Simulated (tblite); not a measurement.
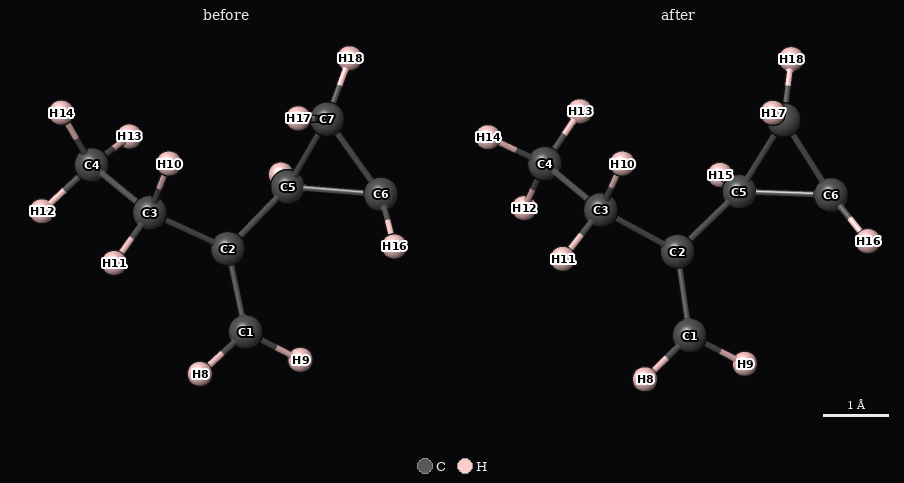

The structure of C7H11 (multiplicity 2) before (left) and after (right) a relaxation, at one scale.

The picture is a ball-and-stick view, seen at a tilt.

The calculation used GFN2-xTB geometry optimisation, gas phase in tblite 0.8.0. 

**Describe what moved and what it gained.**

The largest move after the best rigid fit is that of H12, 0.67 Å. Largest moves by element: H 0.67 Å, C 0.17 Å. Among the contacts that change: C5–C6 1.534 → 1.461 Å, C6–C7 1.505 → 1.464 Å, C3–H10 1.127 → 1.094 Å, C4–H13 1.121 → 1.087 Å. Bond angles that change, for instance: C5–C6–H16 116.0° → 130.5°, C7–C6–H16 120.3° → 129.8°, C2–C5–C6 112.8° → 121.4°. Groups turn about C3–C4 by about 35°. The energy falls by 59.4 kJ/mol in 111 geometry steps. Cost: 0.52 s on 1 thread of Arm Neoverse V2 (shared host).
